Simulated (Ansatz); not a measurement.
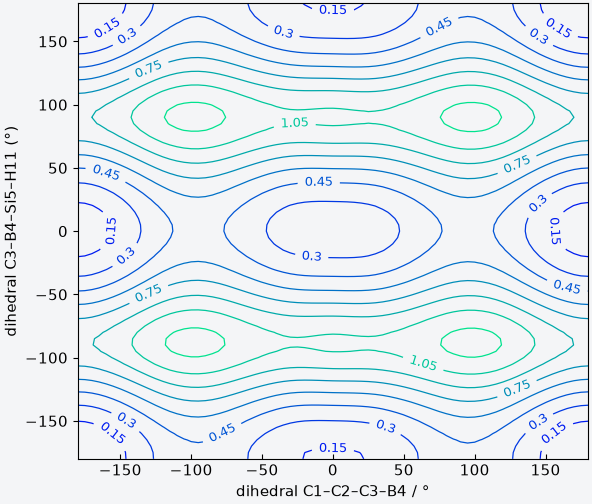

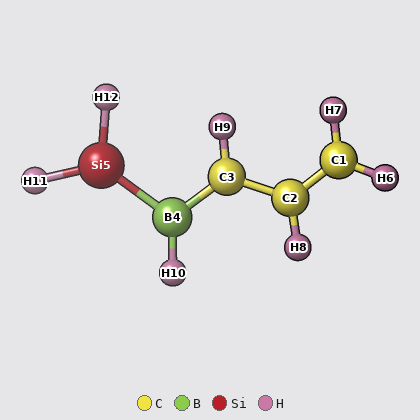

Energy landscape of C3H7BSi. First axis: dihedral C1–C2–C3–B4. Second axis: dihedral C3–B4–Si5–H11. Nothing is relaxed (all other coordinates rigid). Grid: 12 × 12 points. Points are written as (first, second). Energies: eV, counted from the lowest grid point. These are results of RHF/def2-SVP in Ansatz, not measurements.

Drawn: contour lines labelled in eV. Between grid points the surface is interpolated. The second picture is the structure at the lowest point.

Question: Where are the wells?

Answer: The lowest grid point is at (−180°, −180°). There are further wells near (−180°, 0°) (0.07 eV above the lowest at that grid point); (0°, −180°) (0.14 eV above the lowest at that grid point); (0°, 0°) (0.21 eV above the lowest at that grid point). The highest grid point, (90°, 90°), lies 1.24 eV above the lowest. On the interpolated surface the easiest way out of the lowest well to the well at (0°, −180°) passes a barrier of about 0.42 eV. Round the minimum the two coordinates are nearly uncoupled.

Grid values (eV):

| dihedral C3–B4–Si5–H11 ↓, dihedral C1–C2–C3–B4 → | −180 | −150 | −120 | −90 | −60 | −30 | 0 | 30 | 60 | 90 | 120 | 150 |
| --- | --- | --- | --- | --- | --- | --- | --- | --- | --- | --- | --- | --- |
| 150 | 0.18 | 0.30 | 0.52 | 0.59 | 0.48 | 0.35 | 0.33 | 0.34 | 0.47 | 0.59 | 0.52 | 0.30 |
| 120 | 0.59 | 0.71 | 0.92 | 0.98 | 0.87 | 0.78 | 0.76 | 0.76 | 0.87 | 0.98 | 0.92 | 0.71 |
| 90 | 0.89 | 1.00 | 1.20 | 1.24 | 1.14 | 1.07 | 1.08 | 1.06 | 1.14 | 1.24 | 1.20 | 1.00 |
| 60 | 0.59 | 0.71 | 0.92 | 0.98 | 0.86 | 0.76 | 0.76 | 0.77 | 0.87 | 0.98 | 0.92 | 0.71 |
| 30 | 0.21 | 0.33 | 0.55 | 0.62 | 0.50 | 0.38 | 0.36 | 0.38 | 0.51 | 0.62 | 0.55 | 0.33 |
| 0 | 0.07 | 0.19 | 0.41 | 0.49 | 0.37 | 0.23 | 0.21 | 0.23 | 0.37 | 0.49 | 0.41 | 0.19 |
| −30 | 0.24 | 0.36 | 0.58 | 0.65 | 0.53 | 0.41 | 0.38 | 0.40 | 0.53 | 0.65 | 0.58 | 0.36 |
| −60 | 0.63 | 0.75 | 0.96 | 1.02 | 0.90 | 0.81 | 0.80 | 0.80 | 0.90 | 1.01 | 0.95 | 0.75 |
| −90 | 0.88 | 0.99 | 1.19 | 1.24 | 1.13 | 1.06 | 1.07 | 1.07 | 1.14 | 1.24 | 1.20 | 1.00 |
| −120 | 0.56 | 0.67 | 0.88 | 0.94 | 0.83 | 0.72 | 0.72 | 0.74 | 0.84 | 0.95 | 0.89 | 0.68 |
| −150 | 0.15 | 0.27 | 0.49 | 0.56 | 0.44 | 0.32 | 0.30 | 0.33 | 0.45 | 0.57 | 0.50 | 0.28 |
| −180 | 0.00 | 0.12 | 0.34 | 0.42 | 0.30 | 0.17 | 0.14 | 0.17 | 0.30 | 0.42 | 0.35 | 0.12 |

Each point was launched as `ansatz run input.yaml --threads 1 --pin off --max-ram 2560MiB --backend cpu --events-out ev --progress --plain --runs-dir out`. The whole map (144 points run) took 7.5 min on 1 thread of Arm Neoverse V2 (shared host).
